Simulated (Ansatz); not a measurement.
## Electronic structure of CH₈NPSi₂ (SMILES [SiH3]CN1[SiH2]P1) in real space

Input

```
crystal:
  periodic: [false, false, false]
  atoms:
    - {symbol: Si, position_ang: [-1.802309, 0.861779, 0.034728]}
    - {symbol: C, position_ang: [0.041867, 0.976338, 0.412549]}
    - {symbol: N, position_ang: [0.606737, -0.346398, 0.505374]}
    - {symbol: Si, position_ang: [0.880831, -1.714103, -0.476709]}
    - {symbol: P, position_ang: [2.251759, -0.794934, 0.969115]}
    - {symbol: H, position_ang: [-2.365017, 2.216987, -0.209356]}
    - {symbol: H, position_ang: [-1.992847, 0.030295, -1.186480]}
    - {symbol: H, position_ang: [-2.523680, 0.219922, 1.163260]}
    - {symbol: H, position_ang: [0.539101, 1.591006, -0.353576]}
    - {symbol: H, position_ang: [0.173377, 1.504448, 1.365068]}
    - {symbol: H, position_ang: [1.127878, -1.512679, -1.926352]}
    - {symbol: H, position_ang: [0.081139, -2.930052, -0.206549]}
    - {symbol: H, position_ang: [3.001763, -0.137311, -0.076273]}
basis:
  gaussian: {orbitals: def2-TZVPP}
hamiltonian: {xc: pbe0, dispersion: d4}
output: {orbitals: {seedname: orbitals}}
```

Run with:

```sh
ansatz run in.yaml --threads 4 --pin off --events-out ev --progress --plain --max-ram 10444MiB
```

Geometry: PBE0-D4/def2-TZVP.

The calculation used Ansatz 0.2.0, RKS PBE0-D4/def2-TZVPP.

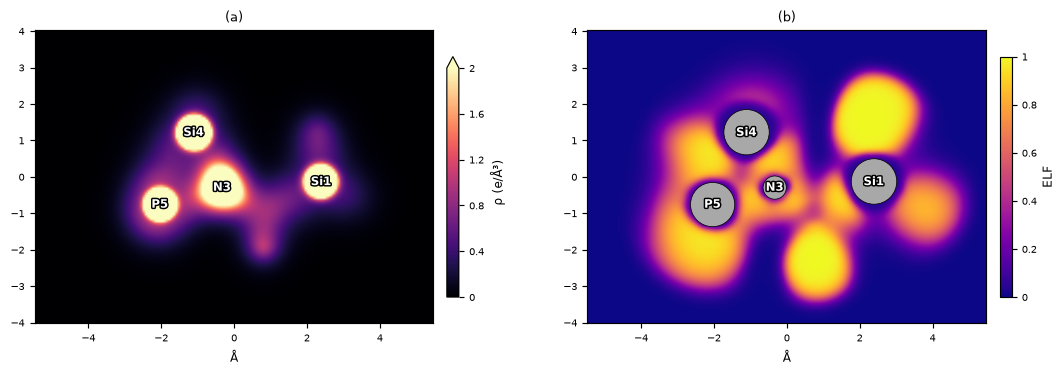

Figure 1. (a) electron density; (b) ELF on the plane of atoms N3, P5 and Si4. Grey discs cover the atomic cores in the ELF map.

> Describe what can be read from this map.

Atoms in the plane: Si, N and P.
Si–N (1.71 Å): ρ is about 1.1 e/Å³ halfway; the ELF peaks at about 0.85 between the atoms; a polar covalent bond.
P–N (1.77 Å): the density is about 1.1 e/Å³ at the midpoint, with its minimum of 0.99 e/Å³ about 0.7 Å from P; the ELF peaks at about 0.85 between the atoms; a polar covalent bond.
Si–P (2.19 Å): the density is about 0.67 e/Å³ at the midpoint; the ELF peaks at about 0.70 between the atoms.
The ELF also peaks beside P5, away from the bonds: lone-pair regions.

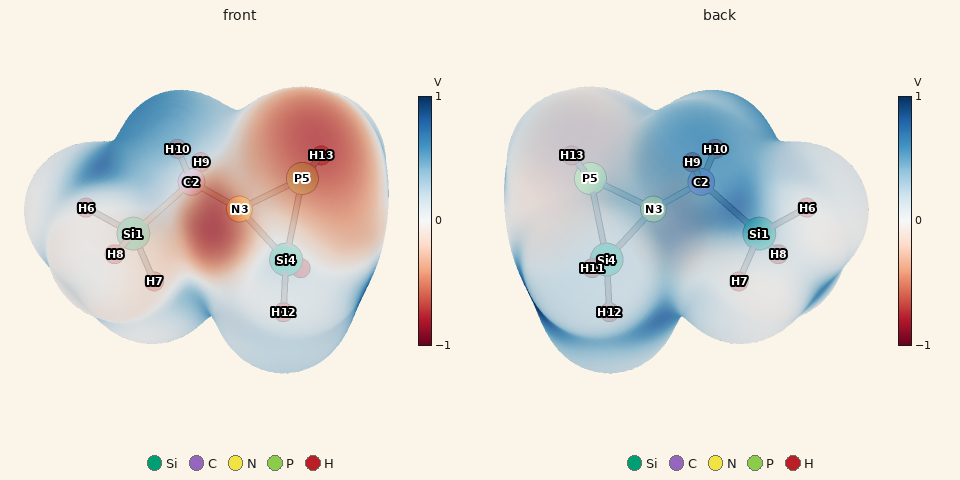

Figure 2. The electrostatic potential painted on the density surface at 0.001 e/bohr³, seen from the front and from behind; the colour scale runs from red (negative) to blue (positive).

> Which sites attract a positive test charge, and which a negative one?

A positive charge is drawn to the negative regions and a negative charge to the positive ones. The most negative region (about −0.7 V) lies over N3 and P5, the most positive (about +0.9 V) over Si4.

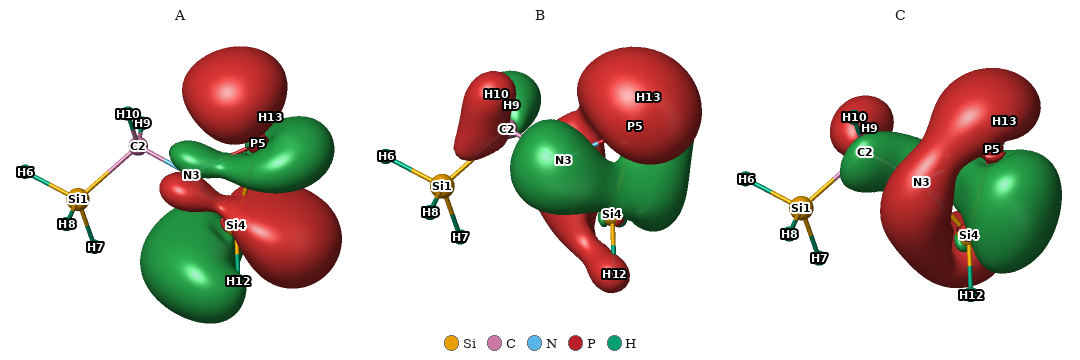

Figure 3. Three frontier orbitals at ±0.08 Å⁻³ᐟ² (green and red are the two phases), in no order.

> Which picture is the HOMO−1, the HOMO and the LUMO?

C is the HOMO−1 (−7.85 eV). It lies mainly on P5 (about 35 %), Si4 (about 25 %) and N3 (about 20 %). B is the HOMO (−6.57 eV). It lies mainly on P5 (about 35 %), N3 (about 30 %), Si4 (about 10 %) and H13 (about 10 %); π-antibonding (π*) across P5–N3. A is the LUMO (−0.73 eV). By Hirshfeld shares it lies mainly on Si4 (about 40 %) and P5 (about 35 %).

> What is the HOMO–LUMO gap?

5.84 eV between the orbital energies.
